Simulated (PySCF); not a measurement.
## Electronic structure of C$_{2}$H$_{13}$N$_{3}$Si$_{4}$ (SMILES C#C[Si](N[SiH3])(N[SiH3])N[SiH3]) in real space

The calculation's input:

```
{"job": {"kind": "nmr", "xc": "PBE0", "basis": "pcSseg-1"}, "charge": 0, "multiplicity": 1}
Si     0.402728    -0.718041    -2.613128
N     -0.397196     0.056153    -1.268082
Si    -0.010579    -0.028813     0.418531
N      1.209993     1.156293     0.711378
Si     1.738220     2.318517    -0.479779
N     -1.408188     0.298747     1.383646
Si    -2.693188    -0.785978     1.841598
C      0.608825    -1.714261     0.823798
C      1.017155    -2.829036     1.093660
H     -0.342860    -1.916787    -3.111514
H      1.754830    -1.142826    -2.152397
H      0.534481     0.236595    -3.756883
H     -1.291574     0.499695    -1.461263
H      1.738058     1.116632     1.577771
H      2.759242     3.181855     0.190015
H      2.369116     1.695620    -1.684555
H      0.616472     3.186473    -0.951583
H     -1.406216     1.222860     1.807156
H     -4.010721    -0.081029     1.760184
H     -2.555066    -1.312918     3.236174
H     -2.681583    -1.933140     0.889059
H      1.373296    -3.816340     1.329365
```

Launched as:

```sh
OMP_NUM_THREADS=1 python cluster_run.py task.json out
```

Geometry: PBE0-D3(BJ)/def2-SVP.

The calculation used PySCF 2.14.0, PBE0/pcSseg-1, SCF density, gas phase, non-relativistic.

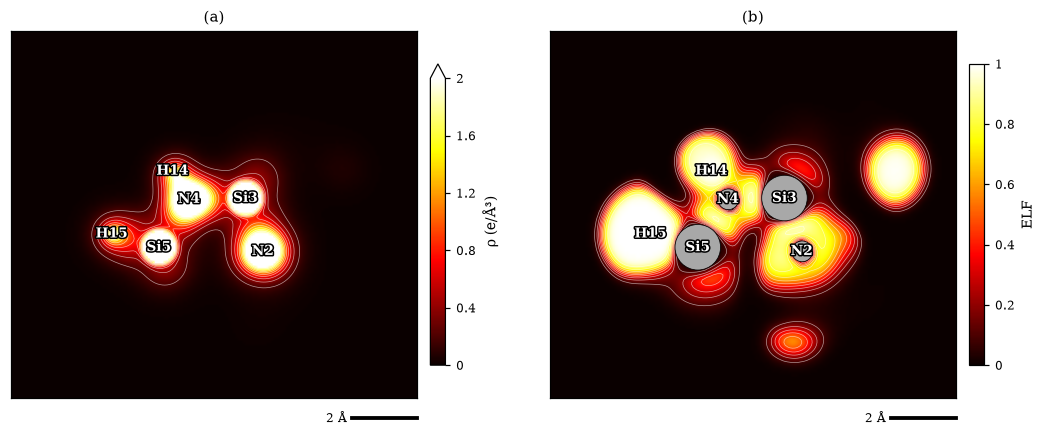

Figure 1. (a) electron density; (b) electron localisation function on the plane of atoms N4, Si5 and H15. Grey discs cover the atomic cores in the ELF map.

Q: What does the map show?

A:
- The plane passes through N, Si and H nuclei.
- Si–N (1.73 Å): the density is about 1.1 e/Å³ at the midpoint; the ELF peaks at about 0.90 between the atoms: a shared but strongly polarised pair.
- N–H (1.02 Å): the density is about 2.7 e/Å³ at the midpoint; the ELF climbs to about 1 towards the hydrogen, as it does in any bond to H (an ordinary covalent bond to hydrogen).
- Si–H (1.50 Å): ρ is about 0.78 e/Å³ halfway; the ELF climbs to about 1 towards the hydrogen.

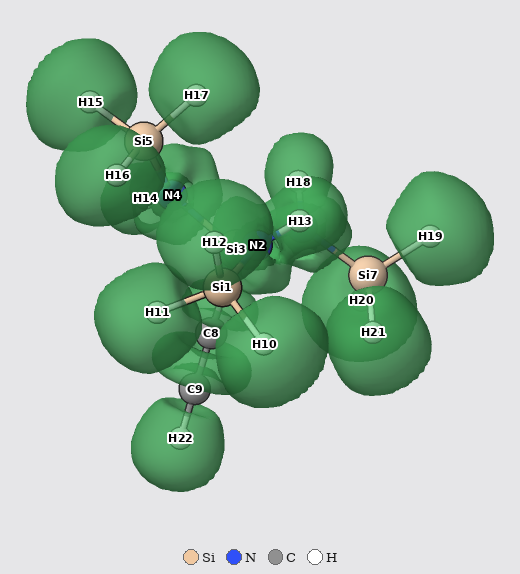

Figure 2. Isosurface of the electron localisation function at 0.75 (green), seen at an oblique angle. Core shells and regions of very low density are left out.

Q: Describe the localisation domains.

A: At this value the surface marks out one region between bonded C–C atoms (shared pairs), one region between bonded C–Si atoms (shared pairs), ten regions around hydrogen nuclei and three joined regions spread over several atoms (H, N), in which their bonds and any lone pairs are merged.


C–C (1.22 Å): the ELF peaks at about 0.85 between the atoms (a multiple bond).

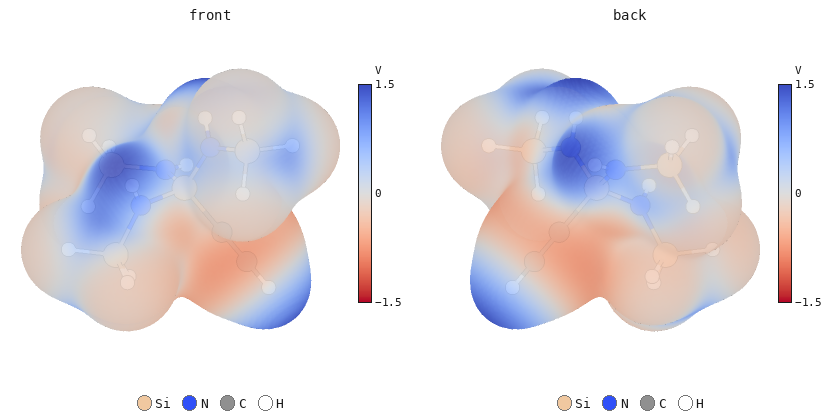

Figure 3. The molecular electrostatic potential painted on the density surface at 0.001 e/bohr³, seen from the front and from behind; the colour scale runs from red (negative) to blue (positive).

Q: Where is the surface potential most negative and most positive?

A: The most negative region (about −0.7 V) lies over C8 and C9, the most positive (about +1.4 V) over H13, H14 and H18.
